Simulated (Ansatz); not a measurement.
CH$_{2}$LiSi (SMILES [LiH-][Si]#C) (charge −1)

```yaml
atoms:
  - { symbol: C, position_ang: [-3.0251, -1.8441, -0.7669] }
  - { symbol: Li, position_ang: [-1.7202, -1.1761, 3.1912] }
  - { symbol: Si, position_ang: [-2.6111, -1.4124, 0.7599] }
  - { symbol: H, position_ang: [-1.1479, -1.0116, 4.7681] }
  - { symbol: H, position_ang: [-3.3181, -2.0974, -1.7832] }
```

Geometry: r2SCAN-D4/def2-SVPD.

Theory: isolated molecule in a Gaussian basis; Kohn-Sham density functional theory, functional PBE0 (Ansatz 0.2.0).

### Predict the electron density and electron localisation function between the atoms.

C–Si (1.64 Å): ρ is about 1.2 e/Å³ halfway; the ELF peaks at about 0.85 between the atoms (localised, covalent bonding).
Li–Si (2.60 Å): the density is about 0.24 e/Å³ at the midpoint; the ELF peaks at about 1 in the valence shell of Si, 1.2 Å from its nucleus, and is about 1 at the midpoint.
C–H (1.09 Å): ρ is about 2 e/Å³ halfway; the ELF climbs to about 1 towards the hydrogen, as it does in any bond to H; an ordinary covalent bond to hydrogen.
Li–H (1.69 Å): the density is about 0.24 e/Å³ at the midpoint; the ELF climbs to about 1 towards the hydrogen.

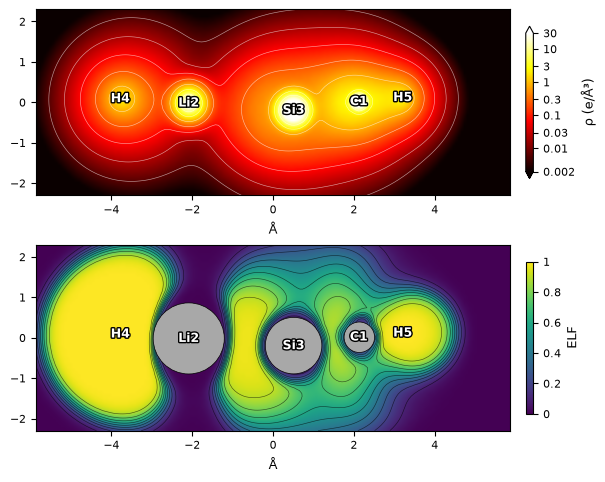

Computed electron density and electron localisation function on the molecular plane, in this order. Grey discs cover the atomic cores in the ELF map. 
